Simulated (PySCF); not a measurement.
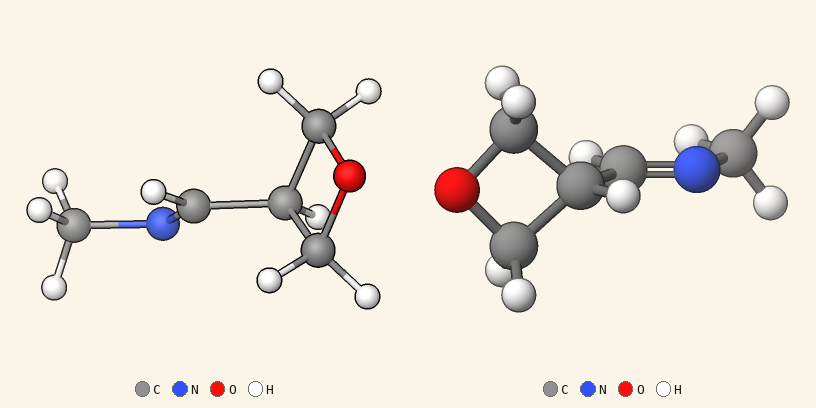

Both panels show the same species.

Question: Which formula does it have?

Answer: C₅H₉NO, 16 atoms: 5 carbon, 9 hydrogen, 1 nitrogen and 1 oxygen.

Question: Name functional groups in it.

Answer: Among them: ether, imine.

Question: Give a SMILES string for it.

Answer: C/N=C/C1COC1

Question: Count the bonded pairs by element.

Answer: 9 C–H, 3 C–C, 2 C–N, 2 C–O.

The parts below concern this one geometry. Atoms keep their numbers from picture to picture. Computed geometry: PBE0-D3(BJ)/def2-SVP optimisation. No frequency run is at hand to confirm it as a minimum.

### Shape

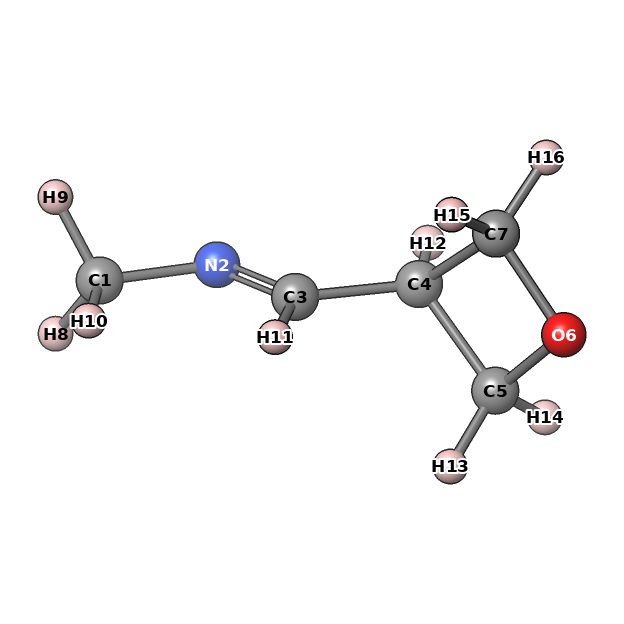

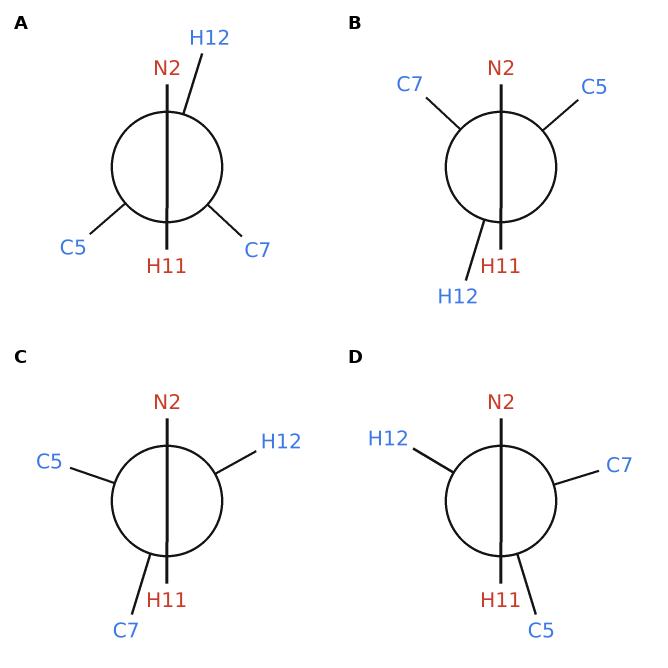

Distant atoms are faded towards the background colour. Bonds that would overlap in a projection are set slightly apart. No frequency run is at hand to confirm it as a minimum.

Question: Which Newman projection shows the view along C3–C4, with C3 in front?

Answer: A. The torsion angle N2–C3–C4–C5 is −131°, anticlinal.

### Polarisability

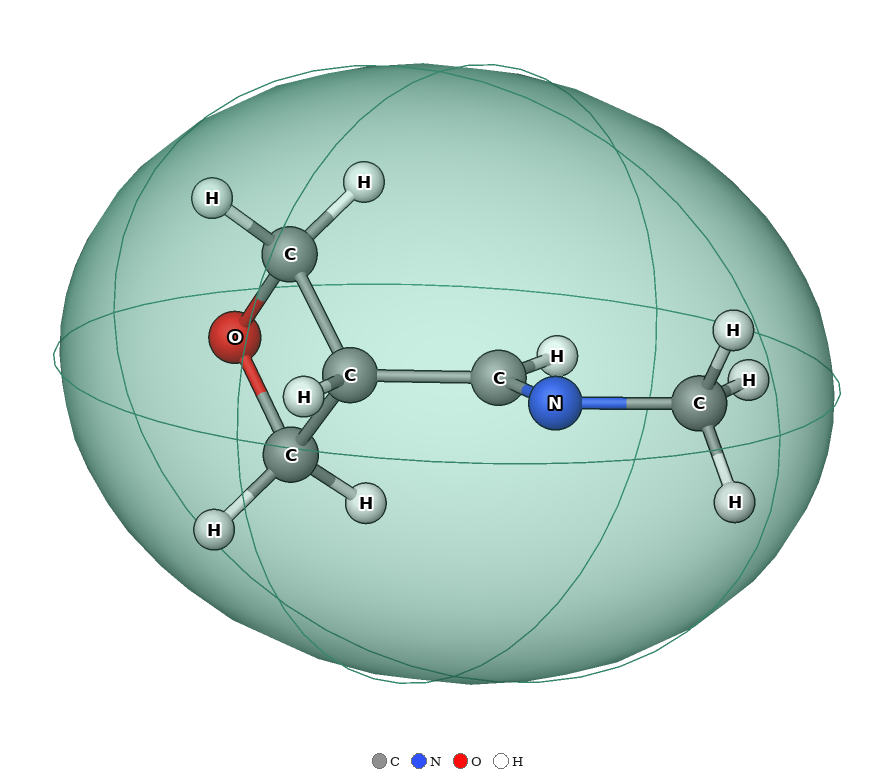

The ellipsoid shows the static dipole polarisability: its half-axes are proportional to the principal values. No frequency run is at hand to confirm it as a minimum. Method: PBE0/def2-SVPD in acetonitrile (IEF-PCM) (PySCF 2.14.0).

Question: Give the principal values, the mean and the anisotropy.

Answer: Principal values 84.1, 87.7, 117.3 bohr³; mean 96.4 bohr³ (14.28 Å³); anisotropy 31.6 bohr³, so the longest axis is 1.40 times the shortest.

### NMR shielding

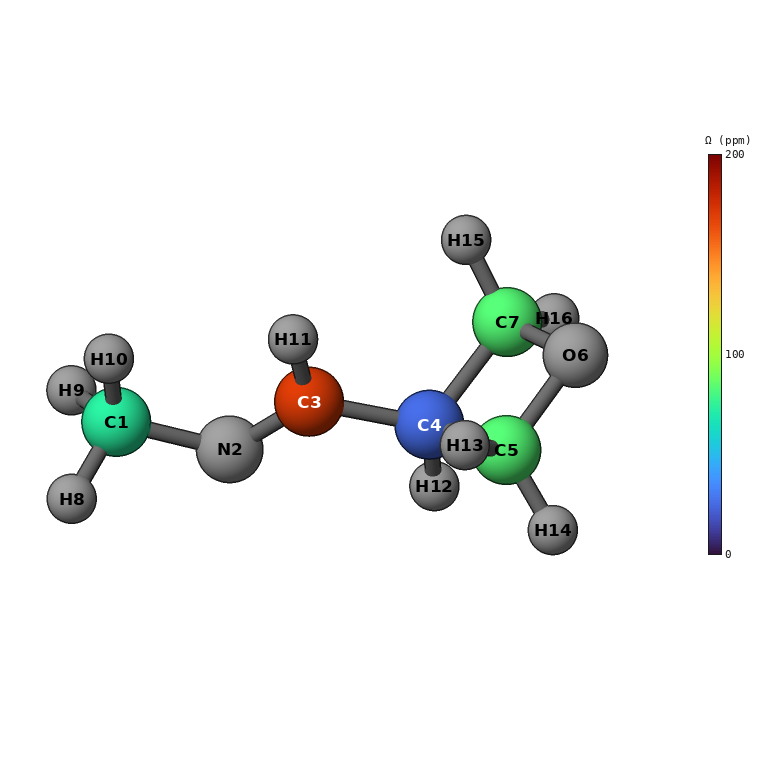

The C atoms are coloured by the span of their shielding tensor. No frequency run is at hand to confirm it as a minimum. Properties computed with GIAO PBE0/pcSseg-1 NMR shielding, non-relativistic, IEF-PCM acetonitrile (PySCF 2.14.0). Principal shieldings σ11 ≤ σ22 ≤ σ33, span Ω = σ33 − σ11, skew κ = 3(σiso − σ22)/Ω.

Question: Which C atom has the most anisotropic shielding?

Answer: C3, with a span of 170 ppm.

Give the shielding tensors of the C atoms.

```tsv
atom	σ11	σ22	σ33	σiso	Ω	κ
C1	106.1	117.7	178.9	134.2	72.8	0.68
C3	−83.8	29.6	86.3	10.7	170.2	−0.33
C4	125.8	149.0	151.0	141.9	25.1	−0.84
C5, C7	81.0	84.2	164.3	109.9	83.3	0.92
```

Shieldings and span in ppm.

### Charges

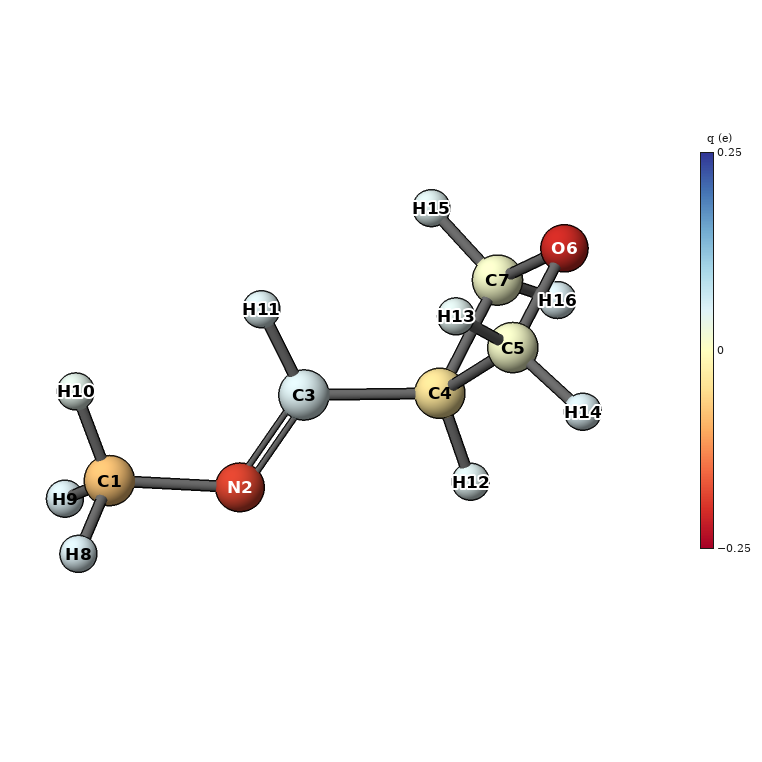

Atoms are coloured by their Hirshfeld charges. No frequency run is at hand to confirm it as a minimum. Method: PBE0/pcSseg-1 in acetonitrile (IEF-PCM) (PySCF 2.14.0).

Question: Which atom carries the highest charge (most positive or least negative)?

Answer: C3, H8, H9, H11, H12, H14, H15, H16 (0.05 e).

Question: And the lowest?

Answer: O6 (−0.20 e).

List the Hirshfeld charges.

```csv
atom,value (e)
C1,−0.07
N2,−0.18
C3,0.05
C4,−0.04
C5,0.01
O6,−0.20
C7,0.01
H8,0.05
H9,0.05
H10,0.04
H11,0.05
H12,0.05
H13,0.04
H14,0.05
H15,0.05
H16,0.05
```
